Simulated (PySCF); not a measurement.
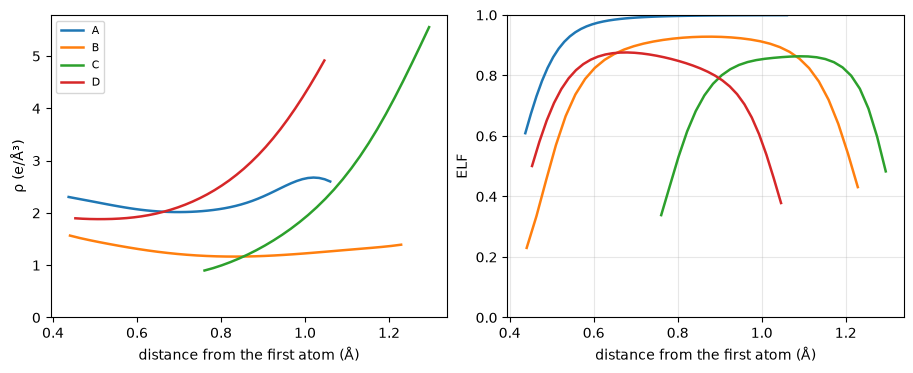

The picture shows: C3H11OSSi (SMILES C[S+](C)CO[SiH3]) (charge +1). Electron density and ELF along straight lines between neighbouring atoms. The curves leave out the atomic cores.

Geometry: GFN2-xTB, MD frame at 250 fs, 600 K.

Theory: PBE0/pcSseg-1, SCF density, gas phase, non-relativistic in PySCF 2.14.0.

The calculation's input:

```
{"job": {"kind": "nmr", "xc": "PBE0", "basis": "pcSseg-1", "pop": false}, "charge": 1, "multiplicity": 1}
C     -1.019900    -2.071800     0.548100
S     -0.812600    -0.385600    -0.196000
C     -2.626400     0.118100    -0.268600
C      0.046600     0.205600     1.369400
O      0.724100     1.411000     1.187600
Si     2.263600     1.795300     0.754500
H     -2.021700    -2.549000     0.277800
H     -0.295300    -2.783200     0.156700
H     -0.906700    -2.011400     1.635400
H     -2.543700     1.172600    -0.594100
H     -3.009800    -0.524100    -1.093400
H     -3.096800     0.044700     0.678400
H      0.745100    -0.637500     1.522600
H     -0.698000     0.098000     2.189500
H      2.211700     2.896000     1.604000
H      2.149500     2.107200    -0.748500
H      3.306700     0.859300     1.216700
```

Run with:

```sh
OMP_NUM_THREADS=1 python probes_run.py task.json out
```

Question: Which curve belongs to which contact (C–H, C–O, C–S and Si–O)? The first atom named is at distance zero.

Answer: Curve A: C–H (1.06 Å): ρ at the midpoint is about 2.2 e/Å³; the ELF climbs to about 1 towards the hydrogen, as it does in any bond to H: a covalent bond by its length. Curve B: C–S (1.85 Å): ρ is about 1.2 e/Å³ halfway; the ELF peaks at about 0.95 between the atoms, as expected for a shared electron pair. Curve C: Si–O (1.64 Å): the density is about 1.1 e/Å³ at the midpoint; the ELF peaks at about 0.85 between the atoms: a polar covalent bond. Curve D: C–O (1.39 Å): ρ at the midpoint is about 2.1 e/Å³, with its minimum of 1.9 e/Å³ about 0.5 Å from C; the ELF peaks at about 0.90 between the atoms; a polar covalent bond.
